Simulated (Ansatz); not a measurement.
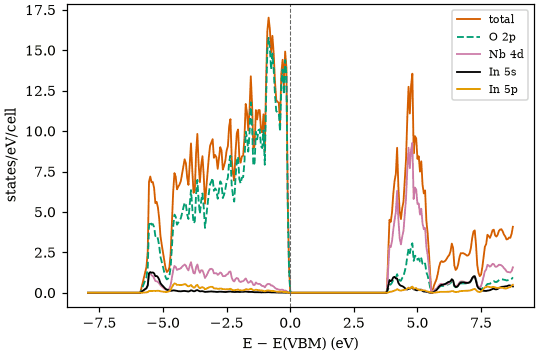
*Total and projected density of states of NbInO₄ in space group P2/c (No. 13; Nb on 2e, In on 2f, O on 4g, O on 4g), r²SCAN in the plane-wave PAW code Ansatz*

Problem. Which orbitals carry the states next to the gap?

Solution. Top 1 eV of the valence band: O 2p 94 %. Bottom 1 eV of the conduction band: Nb 4d 68 %, O 2p 17 %, In 5s 8 %. Projections are on Löwdin-orthogonalised atomic valence shells; empty p or d shells of many metals are not among them.

Problem. Where is the tallest occupied peak in this window, and what makes it?

Solution. Near -0.9 eV, about 17 states/eV per cell; the largest projected share is O 2p.

The first step of the workflow began from a Materials Project structure, measured or hypothetical; the Crystallography Open Database files this formula in space group No. 13, but the cells were not matched. Its standing as an ambient phase is unchecked. The cell was relaxed with r²SCAN under the symmetry of its start; whether a distortion lowers the energy is not shown. The run is not spin-polarised. Scalar-relativistic: spin–orbit coupling is off unless named, which matters more the heavier the elements.

Potentials: the earlier of the program's two PAW sets.
